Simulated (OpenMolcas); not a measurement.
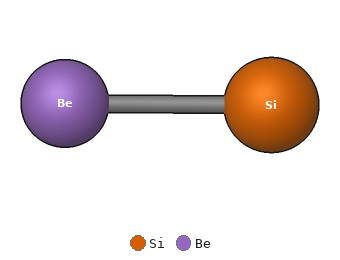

The molecule at the reference distance of 2.175 Å.

**Relativistic diatomic calculation for SiBe⁻ (part 1 of 2)**

System: SiBe⁻.
Method: SA-CASSCF(7,8)/XMS-CASPT2 + RASSI spin-orbit (X2C scalar, AMFI), ANO-RCC-VTZP (OpenMolcas).

## Input file
```
&GATEWAY
Coord
2
angstrom
Si 0.0 0.0 0.0
Be 0.0 0.0 2.1750
Basis=ANO-RCC-VTZP
Group=XY
RX2C
AMFI
ANGMom
0.0 0.0 0.0
RICD
&SEWARD
&GUESSORB
&RASSCF
FileOrb=$CurrDir/o62.orb
Symmetry=2
Spin=6
nActEl=7 0 0
Inactive=4 2
RAS2=4 4
CIRoot=6 6 1
Linear
Iterations=120 100
OrbListing=Nothing
PRWF=0.15
>>COPY $Project.RasOrb $CurrDir/o62.orb
>>COPY $Project.rasscf.h5 $CurrDir/r62.h5
&CASPT2
XMultistate=all
Imaginary=0.2
IPEA=0.25
MaxIter=40
>>COPY $Project.JobMix JOB001
&RASSCF
FileOrb=$CurrDir/o61.orb
Symmetry=1
Spin=6
nActEl=7 0 0
Inactive=4 2
RAS2=4 4
CIRoot=7 7 1
Linear
Iterations=120 100
OrbListing=Nothing
PRWF=0.15
>>COPY $Project.RasOrb $CurrDir/o61.orb
>>COPY $Project.rasscf.h5 $CurrDir/r61.h5
&CASPT2
XMultistate=all
Imaginary=0.2
IPEA=0.25
MaxIter=40
>>COPY $Project.JobMix JOB002
&RASSI
Nr of JobIphs=2 6 7
1 2 3 4 5 6
1 2 3 4 5 6 7
SpinOrbit
EJob
Omega
MEES
MESO
Properties=4
'AngMom' 3 'Mltpl  1' 1 'Mltpl  1' 2 'Mltpl  1' 3
Thrs=1.0d-4
>>COPY $Project.rassi.h5 $CurrDir/so.h5
```

The first orbital files come from an earlier step.

Hardware: 1 thread of Intel Xeon (Granite Rapids), 192 GiB of memory available, shared host.

Launched with:
```bash
pymolcas m.inp (one call a module block, same work directory)
```

## Output (extracts)
```
++    Wave function specifications:
      Number of closed shell electrons          12
      Number of electrons in active shells       7
      Number of inactive orbitals                6
      Number of active orbitals                  8
      Number of secondary orbitals              50
      Spin quantum number                      2.5
      State symmetry                             2
++    Orbital specifications:
      Symmetry species                           1   2
                                                 a   b
      Frozen orbitals                            0   0
      Inactive orbitals                          4   2
      Active orbitals                            4   4
      RAS2 orbitals                              4   4
      Secondary orbitals                        26  24
      Number of basis functions                 34  30
      printout of CI-coefficients larger than  0.15 for root  1
      energy=    -304.049775
      conf/sym  1111 2222     Coeff  Weight
            30  02uu uu0u  -0.97626 0.95309
      printout of CI-coefficients larger than  0.15 for root  2
      energy=    -304.049775
      conf/sym  1111 2222     Coeff  Weight
            29  02uu uuu0  -0.97626 0.95309
      printout of CI-coefficients larger than  0.15 for root  3
      energy=    -303.920360
      conf/sym  1111 2222     Coeff  Weight
            32  02uu 0uuu  -0.86928 0.75564
            58  0uu2 uu0u  -0.45232 0.20459
      printout of CI-coefficients larger than  0.15 for root  4
      energy=    -303.920360
      conf/sym  1111 2222     Coeff  Weight
            31  02uu u0uu  -0.86928 0.75564
            57  0uu2 uuu0  -0.45232 0.20459
      printout of CI-coefficients larger than  0.15 for root  5
      energy=    -303.870999
      conf/sym  1111 2222     Coeff  Weight
             6  u2u0 uu0u  -0.31488 0.09915
            18  u20u uu0u   0.37224 0.13856
            32  02uu 0uuu   0.41138 0.16923
            58  0uu2 uu0u  -0.72501 0.52564
      printout of CI-coefficients larger than  0.15 for root  6
      energy=    -303.870999
      conf/sym  1111 2222     Coeff  Weight
             5  u2u0 uuu0  -0.31488 0.09915
            17  u20u uuu0   0.37224 0.13856
            31  02uu u0uu   0.41138 0.16923
            57  0uu2 uuu0  -0.72501 0.52564
      Natural orbitals and occupation numbers for root  1
      sym 1:   0.026685   1.962268   0.996129   1.005238
      sym 2:   0.993540   1.001987   0.016140   0.998012
      Natural orbitals and occupation numbers for root  2
      sym 1:   0.026685   1.962268   0.996129   1.005238
      sym 2:   1.001987   0.993540   0.998012   0.016140
      Natural orbitals and occupation numbers for root  3
      sym 1:   0.023177   1.749758   0.997819   1.201578
      sym 2:   0.242781   1.001455   0.784888   0.998545
      Natural orbitals and occupation numbers for root  4
      sym 1:   0.023177   1.749758   0.997819   1.201578
      sym 2:   1.001455   0.242781   0.998545   0.784888
      Natural orbitals and occupation numbers for root  5
      sym 1:   0.276484   1.342499   0.861941   1.495189
      sym 2:   0.825951   1.002734   0.197937   0.997265
      Natural orbitals and occupation numbers for root  6
      sym 1:   0.276484   1.342499   0.861941   1.495189
      sym 2:   1.002734   0.825951   0.997265   0.197937
      RASSCF energy for state  6                   -303.87099900
::    RASSCF root number  1 Total energy:   -304.04977472
::    RASSCF root number  2 Total energy:   -304.04977472
::    RASSCF root number  3 Total energy:   -303.92036037
::    RASSCF root number  4 Total energy:   -303.92036037
::    RASSCF root number  5 Total energy:   -303.87099900
::    RASSCF root number  6 Total energy:   -303.87099900
      Von Neumann Entropy (Root   1) =  2.66726
++    Wave function specifications:
      Number of closed shell electrons           6
      Number of electrons in active shells       7
      Number of inactive orbitals                3
      Number of active orbitals                  8
      Number of secondary orbitals              50
      Spin quantum number                      2.5
      State symmetry                             2
      Number of CSFs                           108
      Number of CASSCF root(s) available         6
      CASPT2 state passed to geometry opt.       6
      A file JOBMIX will be created
      This is a MULTI-STATE CASSCF reference
      Number of CI roots used                    6
      These are:                                 1   2   3   4   5   6
      Off-diagonal elements of Heff are computed
  FINAL CASPT2 RESULT:
      Reference energy:        -304.0497747175
      E2 (Non-variational):      -0.0994026624
      Shift correction:          -0.0027869309
      E2 (Variational):          -0.1021895933
      Total energy:            -304.1519643109
      Reference weight:           0.93696
  FINAL CASPT2 RESULT:
      Reference energy:        -304.0497747162
      E2 (Non-variational):      -0.0994026585
      Shift correction:          -0.0027869306
      E2 (Variational):          -0.1021895891
      Total energy:            -304.1519643053
      Reference weight:           0.93696
  FINAL CASPT2 RESULT:
      Reference energy:        -303.9203603747
      E2 (Non-variational):      -0.0948554065
      Shift correction:          -0.0034061364
      E2 (Variational):          -0.0982615429
      Total energy:            -304.0186219176
      Reference weight:           0.93631
  FINAL CASPT2 RESULT:
      Reference energy:        -303.9203603741
      E2 (Non-variational):      -0.0948554004
      Shift correction:          -0.0034061359
      E2 (Variational):          -0.0982615363
      Total energy:            -304.0186219104
      Reference weight:           0.93631
  FINAL CASPT2 RESULT:
      Reference energy:        -303.8709990012
      E2 (Non-variational):      -0.0901263093
      Shift correction:          -0.0049891353
      E2 (Variational):          -0.0951154446
      Total energy:            -303.9661144458
      Reference weight:           0.93422
  FINAL CASPT2 RESULT:
      Reference energy:        -303.8709990006
      E2 (Non-variational):      -0.0901263065
      Shift correction:          -0.0049891349
      E2 (Variational):          -0.0951154415
      Total energy:            -303.9661144421
      Reference weight:           0.93422
       Total XMS-CASPT2 energies:
::    XMS-CASPT2 Root  1     Total energy:   -304.15184834
::    XMS-CASPT2 Root  2     Total energy:   -304.15184833
::    XMS-CASPT2 Root  3     Total energy:   -304.01587454
::    XMS-CASPT2 Root  4     Total energy:   -304.01587453
::    XMS-CASPT2 Root  5     Total energy:   -303.96897780
::    XMS-CASPT2 Root  6     Total energy:   -303.96897780
++    Wave function specifications:
      Number of closed shell electrons          12
      Number of electrons in active shells       7
      Number of inactive orbitals                6
      Number of active orbitals                  8
      Number of secondary orbitals              50
      Spin quantum number                      2.5
      State symmetry                             1
      printout of CI-coefficients larger than  0.15 for root  1
      energy=    -303.943967
      conf/sym  1111 2222     Coeff  Weight
             7  u2uu uu00   0.94140 0.88623
      printout of CI-coefficients larger than  0.15 for root  2
      energy=    -303.942711
      conf/sym  1111 2222     Coeff  Weight
            35  020u uuuu   0.98245 0.96521
      printout of CI-coefficients larger than  0.15 for root  3
      energy=    -303.867976
      conf/sym  1111 2222     Coeff  Weight
            29  02u0 uuuu   0.58584 0.34321
            43  0u02 uuuu  -0.24525 0.06015
            93  0uuu 2uu0   0.39530 0.15626
            94  0uuu u2u0   0.29933 0.08960
            96  0uuu 2u0u  -0.29933 0.08960
            97  0uuu u20u   0.39530 0.15626
      printout of CI-coefficients larger than  0.15 for root  4
      energy=    -303.843963
      conf/sym  1111 2222     Coeff  Weight
             9  u2uu 0uu0   0.65165 0.42465
            10  u2uu u00u   0.65165 0.42465
            93  0uuu 2uu0   0.20878 0.04359
            97  0uuu u20u  -0.20878 0.04359
      printout of CI-coefficients larger than  0.15 for root  5
      energy=    -303.843963
      conf/sym  1111 2222     Coeff  Weight
             8  u2uu u0u0  -0.65165 0.42465
            11  u2uu 0u0u   0.65165 0.42465
            94  0uuu u2u0   0.20878 0.04359
            96  0uuu 2u0u   0.20878 0.04359
      printout of CI-coefficients larger than  0.15 for root  6
      energy=    -303.836094
      conf/sym  1111 2222     Coeff  Weight
             8  u2uu u0u0   0.40145 0.16116
             9  u2uu 0uu0  -0.53016 0.28107
            10  u2uu u00u   0.53016 0.28107
            11  u2uu 0u0u   0.40145 0.16116
            29  02u0 uuuu   0.25731 0.06621
      printout of CI-coefficients larger than  0.15 for root  7
      energy=    -303.832105
      conf/sym  1111 2222     Coeff  Weight
             8  u2uu u0u0   0.43786 0.19172
             9  u2uu 0uu0   0.33155 0.10992
            10  u2uu u00u  -0.33155 0.10992
            11  u2uu 0u0u   0.43786 0.19172
            19  uuu2 uu00   0.55314 0.30596
      Natural orbitals and occupation numbers for root  1
      sym 1:   0.981117   1.934747   0.998716   1.014834
      sym 2:   0.992528   0.992528   0.042765   0.042765
      Natural orbitals and occupation numbers for root  2
      sym 1:   0.013012   1.966565   0.021533   1.000813
      sym 2:   1.001781   1.001781   0.997258   0.997258
      Natural orbitals and occupation numbers for root  3
      sym 1:   0.058086   1.380577   0.940346   0.721387
      sym 2:   1.214791   1.214791   0.735011   0.735011
      Natural orbitals and occupation numbers for root  4
      sym 1:   0.905125   1.873885   0.999811   0.997911
      sym 2:   0.609405   0.609405   0.502229   0.502229
      Natural orbitals and occupation numbers for root  5
      sym 1:   0.905125   1.873885   0.999811   0.997911
      sym 2:   0.609405   0.609405   0.502229   0.502229
      Natural orbitals and occupation numbers for root  6
      sym 1:   0.908055   1.943730   0.991557   0.937533
      sym 2:   0.561876   0.561876   0.547686   0.547686
      Natural orbitals and occupation numbers for root  7
      sym 1:   0.978435   1.651489   0.995069   1.269260
      sym 2:   0.743242   0.743242   0.309632   0.309632
      RASSCF energy for state  7                   -303.83210483
::    RASSCF root number  1 Total energy:   -303.94396698
::    RASSCF root number  2 Total energy:   -303.94271144
::    RASSCF root number  3 Total energy:   -303.86797558
::    RASSCF root number  4 Total energy:   -303.84396303
::    RASSCF root number  5 Total energy:   -303.84396303
::    RASSCF root number  6 Total energy:   -303.83609445
::    RASSCF root number  7 Total energy:   -303.83210483
      Von Neumann Entropy (Root   1) =  2.78777
++    Wave function specifications:
      Number of closed shell electrons           6
      Number of electrons in active shells       7
      Number of inactive orbitals                3
      Number of active orbitals                  8
      Number of secondary orbitals              50
      Spin quantum number                      2.5
      State symmetry                             1
      Number of CSFs                           108
      Number of CASSCF root(s) available         7
      CASPT2 state passed to geometry opt.       7
      A file JOBMIX will be created
      This is a MULTI-STATE CASSCF reference
      Number of CI roots used                    7
      These are:                                 1   2   3   4   5   6   7
      Off-diagonal elements of Heff are computed
  FINAL CASPT2 RESULT:
      Reference energy:        -303.9439669842
      E2 (Non-variational):      -0.1052101192
      Shift correction:          -0.0038429860
      E2 (Variational):          -0.1090531052
      Total energy:            -304.0530200895
      Reference weight:           0.92837
  FINAL CASPT2 RESULT:
      Reference energy:        -303.9427114395
      E2 (Non-variational):      -0.1091745356
      Shift correction:          -0.0037063120
      E2 (Variational):          -0.1128808476
      Total energy:            -304.0555922871
      Reference weight:           0.92678
  FINAL CASPT2 RESULT:
      Reference energy:        -303.8679755779
      E2 (Non-variational):      -0.0899582099
      Shift correction:          -0.0045111442
      E2 (Variational):          -0.0944693541
      Total energy:            -303.9624449320
      Reference weight:           0.93432
  FINAL CASPT2 RESULT:
      Reference energy:        -303.8439630332
      E2 (Non-variational):      -0.0930686839
      Shift correction:          -0.0024845077
      E2 (Variational):          -0.0955531916
      Total energy:            -303.9395162248
      Reference weight:           0.94273
  FINAL CASPT2 RESULT:
      Reference energy:        -303.8439630332
      E2 (Non-variational):      -0.0928953734
      Shift correction:          -0.0024757202
      E2 (Variational):          -0.0953710936
      Total energy:            -303.9393341268
      Reference weight:           0.94290
  FINAL CASPT2 RESULT:
      Reference energy:        -303.8360944522
      E2 (Non-variational):      -0.0924212914
      Shift correction:          -0.0021561961
      E2 (Variational):          -0.0945774875
      Total energy:            -303.9306719397
      Reference weight:           0.94538
  FINAL CASPT2 RESULT:
      Reference energy:        -303.8321048339
      E2 (Non-variational):      -0.0910593666
      Shift correction:          -0.0031707225
      E2 (Variational):          -0.0942300892
      Total energy:            -303.9263349230
      Reference weight:           0.93761
       Total XMS-CASPT2 energies:
::    XMS-CASPT2 Root  1     Total energy:   -304.05544711
::    XMS-CASPT2 Root  2     Total energy:   -304.05299726
::    XMS-CASPT2 Root  3     Total energy:   -303.96208221
::    XMS-CASPT2 Root  4     Total energy:   -303.93951780
::    XMS-CASPT2 Root  5     Total energy:   -303.93933255
::    XMS-CASPT2 Root  6     Total energy:   -303.93117985
::    XMS-CASPT2 Root  7     Total energy:   -303.92635774
  SPIN-FREE ENERGIES:
  (Shifted by EMIN (a.u.) =       -304.1518483382)
 SF State       Relative EMIN(au)   Rel lowest level(eV)    D:o, cm**(-1)      Abs_M
     1             0.0000000000        0.0000000000              0.0000         1.0
     2             0.0000000057        0.0000001549              0.0012         1.0
     7             0.0964012299        2.6232111017          21157.6244         0.0
     8             0.0988510804        2.6898749307          21695.3044         0.0
     3             0.1359738019        3.7000356431          29842.8000         1.0
     4             0.1359738089        3.7000358334          29842.8016         1.0
     5             0.1828705385        4.9761608574          40135.4440         1.0
     6             0.1828705424        4.9761609620          40135.4449         1.0
     9             0.1897661262        5.1637993557          41648.8506         0.0
    10             0.2123305369        5.7778082502          46601.1663         2.0
    11             0.2125157880        5.7828491918          46641.8242         2.0
    12             0.2206684870        6.0046954316          48431.1348         0.0
    13             0.2254905964        6.1359117139          49489.4655         0.0
```

(Continued in part 2.) Outcome of the run: converged; components of a degenerate state are split by 41 cm⁻¹; whether the anion is bound against detachment isn't tested.
